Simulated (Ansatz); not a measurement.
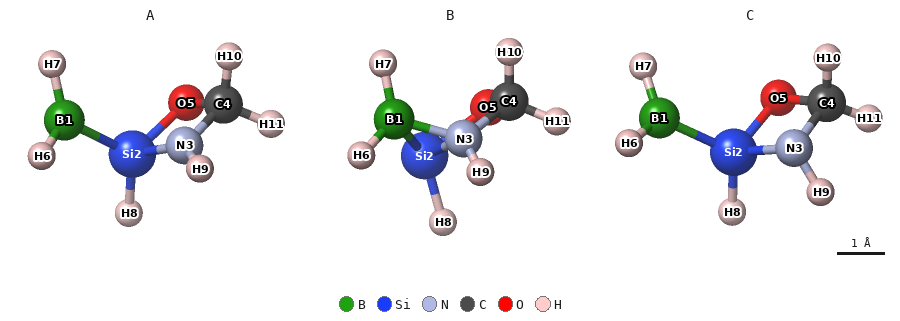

3 geometries from one relaxation of CH$_{6}$BNOSi (coarse preliminary run), in shuffled order. Style: ball-and-stick. Shown face on.

The start comes from a force field.

All numbers below come from Ansatz, RKS PBE-D4/def2-SVP. (force threshold 0.03 eV/Å; at most 200 steps)

> Order the frames from highest to lowest energy.

C, A, B. They are steps 0, 15, 27, at +1.479 eV, +0.749 eV relative to the last. Over 25 accepted moves (27 points after the start) the energy falls by 1.479 eV. Largest force component: 5 eV/Å at the start, 0.029 eV/Å at the end. The line search rejected the trial steps at points 6, 11 of the run. The atom that moves furthest after the best rigid fit is H9 (1.11 Å). By element the largest moves are H 1.11 Å, B 0.81 Å, Si 0.80 Å, N 0.71 Å, O 0.44 Å, C 0.38 Å. Among the contacts that change: B1–N3 3.002 → 1.547 Å, Si2–N3 1.741 → 1.985 Å, B1–Si2 1.881 → 2.043 Å, C4–H11 1.033 → 1.116 Å. New bonds form: B1–N3 (3.00 → 1.55 Å). Bond angles that change, for instance: B1–Si2–N3 111.9° → 45.1°, Si2–N3–H9 107.0° → 124.7°, C4–N3–H9 105.7° → 118.3°.
